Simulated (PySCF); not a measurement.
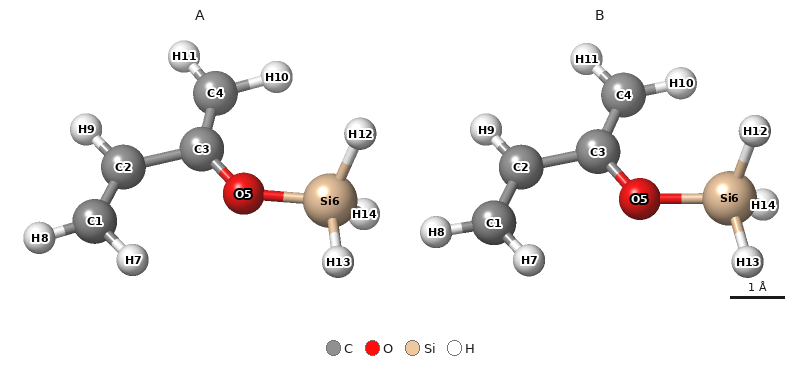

Two geometries of C4H8OSi, drawn at one scale. One is the start of a relaxation, the other its converged end. A ball-and-stick model, seen at a tilt.

Computed with PBE0-D3(BJ)/def2-SVP geometry optimisation, gas phase in PySCF 2.14.0, density-fitted response routines. 

> Which of the two is the end point?

Structure B is the relaxed one. The start comes from GFN2-xTB. Its atoms were then displaced at random by about 0.03 Å. H13 moves most after the best rigid fit: 0.21 Å. By element the largest moves are H 0.21 Å, C 0.16 Å, O 0.13 Å, Si 0.04 Å. Some distances before and after: C4–H10 1.182 → 1.093 Å, C3–C4 1.279 → 1.346 Å, C4–H11 1.023 → 1.090 Å, C1–H7 1.153 → 1.093 Å. Among the angles between lasting bonds that change: C3–C4–H11 133.6° → 119.8°, C2–C1–H8 131.5° → 121.2°, C2–C3–C4 114.3° → 122.3°. Over 8 geometry steps the energy falls by 20.4 kcal/mol. The run took 49 s on 1 thread of Intel(R) Xeon(R) Platinum 8488C (shared host).
